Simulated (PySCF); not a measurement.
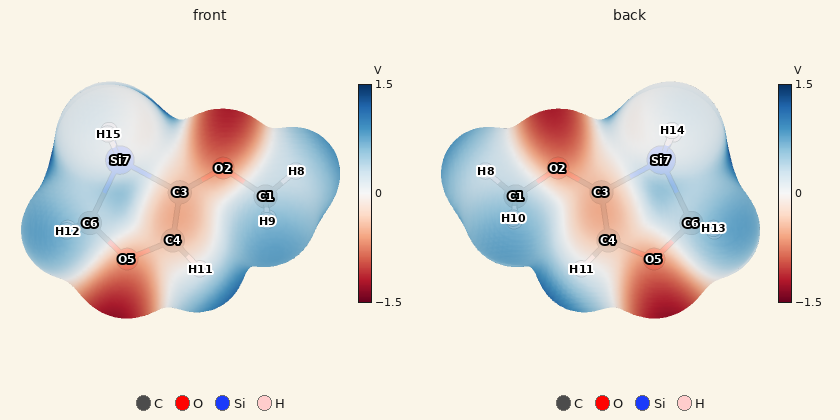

The picture shows: C₄H₈O₂Si (SMILES COC1=COC[SiH2]1). The molecular electrostatic potential painted on the density surface at 0.002 e/bohr³, seen from the front and from behind; red is negative and blue positive.

Geometry: GFN2-xTB.

Computed with PBE0/def2-SVPD, SCF density, gas phase (PySCF 2.14.0).

```yaml
atoms:
  - { symbol: C, position_ang: [-2.5471, 0.6867, 0.3006] }
  - { symbol: O, position_ang: [-1.3783, 0.3924, 1.0252] }
  - { symbol: C, position_ang: [-0.2349, 0.1862, 0.2981] }
  - { symbol: C, position_ang: [-0.0941, 0.2308, -1.0340] }
  - { symbol: O, position_ang: [1.1157, 0.0021, -1.6067] }
  - { symbol: C, position_ang: [2.1549, -0.2758, -0.6662] }
  - { symbol: Si, position_ang: [1.4092, -0.2133, 1.1051] }
  - { symbol: H, position_ang: [-3.3349, 0.8179, 1.0409] }
  - { symbol: H, position_ang: [-2.4335, 1.6080, -0.2811] }
  - { symbol: H, position_ang: [-2.8128, -0.1327, -0.3761] }
  - { symbol: H, position_ang: [-0.8502, 0.4358, -1.7760] }
  - { symbol: H, position_ang: [2.9420, 0.4638, -0.8318] }
  - { symbol: H, position_ang: [2.5700, -1.2521, -0.9278] }
  - { symbol: H, position_ang: [1.4904, -1.5059, 1.7887] }
  - { symbol: H, position_ang: [1.9991, 0.8518, 1.9192] }
```

Question: Which sites attract a positive test charge, and which a negative one?

Answer: A positive charge is drawn to the negative regions and a negative charge to the positive ones. The most negative region (about −1.3 V) lies over O5, the most positive (about +1.3 V) over Si7. O5 is the likeliest acceptor of a hydrogen bond.

Question: How polar is the molecule by this calculation?

Answer: Its dipole moment is 0.38 D.
